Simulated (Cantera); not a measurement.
Feed: 1 mol SiCl₄, a varied amount of H₂, held at 1002 °C and 14000 Pa.

These are equilibrium values from Cantera (NASA tables, ideal gas, pure condensed phases), not measurements of a reactor. Candidate condensed phases: Si; 19 gas species. The tables' values for SiCl₃ are old estimates; treat these amounts as uncertain. The numbers say what is thermodynamically allowed, not how fast it happens.

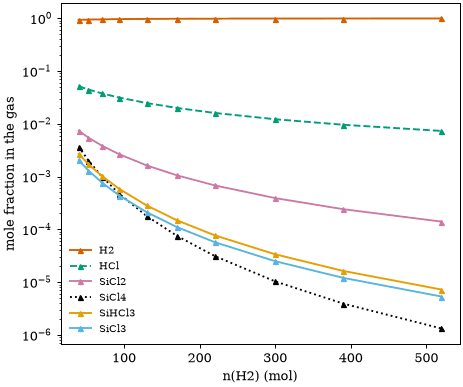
*Equilibrium gas composition (values under 1e-9 drawn at 1e-9)*

Read off the mole fractions at 300 mol H₂.

H₂ about 0.99, HCl about 0.012, SiCl₂ about 0.00039, SiHCl₃ about 3.4e-5, SiCl₃ about 2.5e-5, SiCl₄ about 1.0e-5.
